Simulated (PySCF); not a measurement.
# C2H3AlFN (SMILES [CH3][Al]([F])[C]#N) at 6 levels

Aim: a comparison of 6 runs (HF/3-21G, B3LYP/6-31G*, wB97X/6-31G*, B2PLYP/6-311+G**, B3LYP/6-311+G**) of C2H3AlFN. The job is set up through a Python script.

Program for the calculation: PySCF 2.14.0.

## Step 1: The molecule

C2H3AlFN has 8 atoms, charge 0, and is taken as a singlet. SMILES: `[CH3][Al]([F])[C]#N`. The coordinates come from a PBE0-D4/def2-TZVP relaxation.

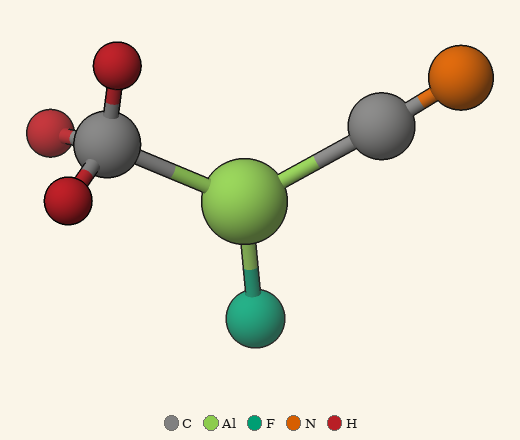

The structure, seen from a chosen angle (carbon grey, aluminium green, fluorine teal, nitrogen orange, hydrogen red).

## Step 2: Energy and gradient at HF/3-21G (run 1)

start.xyz reads:

```xyz
8

C     -0.796200    -0.780200     0.685800
Al     0.733700     0.022200    -0.157100
F      2.249400    -0.595500    -0.030200
C      0.623900     1.626000    -1.228300
N      0.500000     2.584900    -1.857400
H     -0.942000    -1.805200     0.332600
H     -0.659200    -0.835500     1.769600
H     -1.709600    -0.216500     0.485000
```

calc.py reads:

```python
# [CH3][Al]([F])[C]#N
from pyscf import gto

mol = gto.Mole()
mol.atom = 'start.xyz'
mol.basis = '3-21g'
mol.charge = 0
mol.max_memory = 1860
mol.spin = 0
mol.verbose = 4
mol.build()

mf = mol.RHF()
mf.conv_tol = 1e-10
mf.kernel()
if not mf.converged:
    mf = mf.newton().run(mf.mo_coeff, mf.mo_occ)

energy = mf.e_tot
print(f'total energy: {energy:.8f} hartree')
grad = mf.nuc_grad_method().kernel()
mf.analyze()
```

Run with:

```console
$ OMP_NUM_THREADS=1 python calc.py
```

Standard output:

```text
PySCF version 2.14.0

[... 84 lines left out ...]
Two-electron Coulomb Energy =          404.198375354248071
[... 9 lines left out ...]
MO #7   energy= -3.2381379012261   occ= 2
[... 7 lines left out ...]
MO #15  energy= -0.607463779343909 occ= 2
[... 7 lines left out ...]
MO #23  energy= 0.0500738873668296 occ= 0
[... 7 lines left out ...]
MO #31  energy= 0.340712585643552  occ= 0
[... 7 lines left out ...]
MO #39  energy= 1.04097820428072   occ= 0
[... 7 lines left out ...]
MO #47  energy= 1.47848955968298   occ= 0
[... 7 lines left out ...]
MO #55  energy= 3.76461039355626   occ= 0
[... 66 lines left out ...]
Dipole moment(X, Y, Z, Debye): -1.86296, -2.40056,  1.99604
```

Wall time 2 s (1 thread of Intel Xeon at 2.70GHz, shared host); peak memory 0.13 GiB.

## Step 3: Energy and forces at B3LYP/6-31G(d) (spherical functions) (run 2)

run.py reads:

```python
# [CH3][Al]([F])[C]#N
import pyscf.grad
from pyscf import gto, dft

mol = gto.M(
    atom='''
C     -1.504600    -1.474364     1.295974
Al     1.386492     0.041952    -0.296876
F      4.250750    -1.125332    -0.057070
C      1.179000     3.072695    -2.321151
N      0.944863     4.884753    -3.509977
H     -1.780122    -3.411334     0.628523
H     -1.245707    -1.578866     3.344059
H     -3.230676    -0.409126     0.916517
''',
    max_memory=1860,
    unit='bohr',
    verbose=4,
    basis='6-31g*',
    spin=0,
    charge=0,
)

calc0 = dft.RKS(mol, xc='b3lyp')
calc0.conv_tol = 1e-10
calc0.grids.level = 5
calc0.kernel()
if not calc0.converged:
    calc0 = calc0.newton().run(calc0.mo_coeff, calc0.mo_occ)

e_tot = calc0.e_tot
print('E(%s) = %.9f' % ('B3LYP', e_tot))
grad = calc0.Gradients().kernel()
calc0.analyze()
```

Run with:

```console
$ OMP_NUM_THREADS=1 python run.py
```

Standard output:

```text
PySCF version 2.14.0

[... 103 lines left out ...]
MO #3   energy= -14.343128231302   occ= 2
[... 10 lines left out ...]
MO #14  energy= -0.454695709842206 occ= 2
[... 10 lines left out ...]
MO #25  energy= -0.00715563845532818 occ= 0
[... 10 lines left out ...]
MO #36  energy= 0.439713329822025  occ= 0
[... 10 lines left out ...]
MO #47  energy= 0.803061957316271  occ= 0
[... 10 lines left out ...]
MO #58  energy= 1.36460786987823   occ= 0
[... 10 lines left out ...]
MO #69  energy= 1.95685054633206   occ= 0
[... 10 lines left out ...]
MO #80  energy= 2.99649980009771   occ= 0
[... 91 lines left out ...]
Dipole moment(X, Y, Z, Debye): -1.56745, -2.58317,  2.06310
```

Run time: 36 s. Hardware: 1 thread of Intel Xeon at 2.70GHz, shared host; peak memory 0.79 GiB.

Run 3 isn't shown in full; the table further down has it.

## Step 4: Energy and forces at B3LYP/6-31G(d) (Cartesian functions) (run 4)

job.py reads:

```python
import pyscf.grad
from pyscf import gto, dft

mol = gto.Mole()
mol.atom = [
    ('C', (-0.796200, -0.780200, 0.685800)),
    ('Al', (0.733700, 0.022200, -0.157100)),
    ('F', (2.249400, -0.595500, -0.030200)),
    ('C', (0.623900, 1.626000, -1.228300)),
    ('N', (0.500000, 2.584900, -1.857400)),
    ('H', (-0.942000, -1.805200, 0.332600)),
    ('H', (-0.659200, -0.835500, 1.769600)),
    ('H', (-1.709600, -0.216500, 0.485000)),
]
mol.basis = '6-31g*'
mol.max_memory = 1860
mol.charge = 0
mol.spin = 0
mol.verbose = 4
mol.cart = True
mol.build()

myscf = dft.RKS(mol, xc='b3lyp')
myscf.conv_tol = 1e-10
myscf.grids.level = 5
myscf.kernel()
if not myscf.converged:
    myscf = myscf.newton().run(myscf.mo_coeff, myscf.mo_occ)

etot = myscf.e_tot
print('E = %.10f Eh' % etot)
grad = myscf.Gradients().kernel()
dip = myscf.dip_moment()
pop, q = myscf.mulliken_pop()
```

Run with:

```console
$ OMP_NUM_THREADS=1 python job.py
```

Standard output:

```text
PySCF version 2.14.0

[... 79 lines left out ...]
converged SCF energy = -475.128483922563
[... 13 lines left out ...]
Dipole moment(X, Y, Z, Debye): -1.56521, -2.58325,  2.06272
[... 94 lines left out ...]
charge of    7H =      0.18992
```

Run time: 32 s. Hardware: 1 thread of Intel Xeon at 2.70GHz, shared host; peak memory 0.83 GiB.

Run 5 isn't shown in full; the table further down has it.

## Step 5: Energy and gradient at B3LYP/6-311+G(d,p) (run 6)

run.py, as its differences from that of step 3:

```diff
@@ -1,3 +1 @@
-# [CH3][Al]([F])[C]#N
-import pyscf.grad
 from pyscf import gto, dft
@@ -16,5 +14,5 @@
     max_memory=1860,
+    verbose=3,
     unit='bohr',
-    verbose=4,
-    basis='6-31g*',
+    basis='6-311+g**',
     spin=0,
@@ -23,3 +21,4 @@
 
-calc0 = dft.RKS(mol, xc='b3lyp')
+calc0 = dft.RKS(mol)
+calc0.xc = 'b3lyp'
 calc0.conv_tol = 1e-10
@@ -30,5 +29,5 @@
 
-e_tot = calc0.e_tot
-print('E(%s) = %.9f' % ('B3LYP', e_tot))
-grad = calc0.Gradients().kernel()
+energy = calc0.e_tot
+print('E = %.10f Eh' % energy)
+grad = calc0.nuc_grad_method().kernel()
 calc0.analyze()
```

Run with:

```console
$ OMP_NUM_THREADS=1 python run.py
```

Standard output:

```text
converged SCF energy = -475.226484671128
[... 17 lines left out ...]
MO #8   energy= -2.73340411731773  occ= 2
[... 15 lines left out ...]
MO #24  energy= -0.0415237432238441 occ= 0
[... 15 lines left out ...]
MO #40  energy= 0.140600794514371  occ= 0
[... 15 lines left out ...]
MO #56  energy= 0.416354866553842  occ= 0
[... 15 lines left out ...]
MO #72  energy= 0.807371870262488  occ= 0
[... 15 lines left out ...]
MO #88  energy= 1.45730699540856   occ= 0
[... 15 lines left out ...]
MO #104 energy= 2.49679484177721   occ= 0
[... 15 lines left out ...]
MO #120 energy= 3.86661957380946   occ= 0
[... 15 lines left out ...]
MO #136 energy= 120.50410107723    occ= 0
[... 9 lines left out ...]
Dipole moment(X, Y, Z, Debye): -1.81168, -2.61252,  2.13060
```

Run time: 65 s. Hardware: 1 thread of Intel Xeon at 2.70GHz, shared host; peak memory 1.5 GiB.

## Step 6: All runs side by side

| run | level | integration grid | Cartesian functions | energy (Eh) | dipole moment (D) | HOMO energy (eV) | LUMO energy (eV) | wall time |
| --- | --- | --- | --- | --- | --- | --- | --- | --- |
| 1 | HF/3-21G | – | no | -470.804256 | 3.64 | -12.58 | 1.36 | 2 s |
| 2 | B3LYP/6-31G* (spherical functions) | 5 | no | -475.121853 | 3.66 | -8.94 | -1.82 | 36 s |
| 3 | wB97X/6-31G* (spherical functions) | 5 | no | -475.038876 | 3.70 | -11.68 | 0.46 | 54 s |
| 4 | B3LYP/6-31G* (Cartesian functions) | 5 | yes | -475.128484 | 3.66 | -8.94 | -1.81 | 32 s |
| 5 | B2PLYP/6-311+G** | 5 | no | -474.892040 | 3.87 | -10.77 | -0.85 | 45 s |
| 6 | B3LYP/6-311+G** | 5 | no | -475.226485 | 3.83 | -9.30 | -2.17 | 65 s |

## Step 7: Results

| quantity | value |
| --- | --- |
| run 6: total energy | -475.22648 Eh |
| run 6: dipole moment | 3.83 D |
| run 6: HOMO energy | -9.30 eV |
| run 6: LUMO energy | -2.17 eV |
| run 6: HOMO–LUMO gap | 7.13 eV |
| run 6: largest force on an atom | 1.007 eV/Å |

**Reading.** The dipole moment (its size) runs from 3.64 D (HF/3-21G) to 3.87 D (B2PLYP/6-311+G**). The two ends differ in method and basis. A double hybrid's value is that of its SCF part. The HOMO–LUMO gap runs from 7.13 eV (B3LYP/6-31G*) to 13.94 eV (HF/3-21G). Totals of different functionals can't be ranked against each other. All runs together took 3.9 min, the longest 65 s.
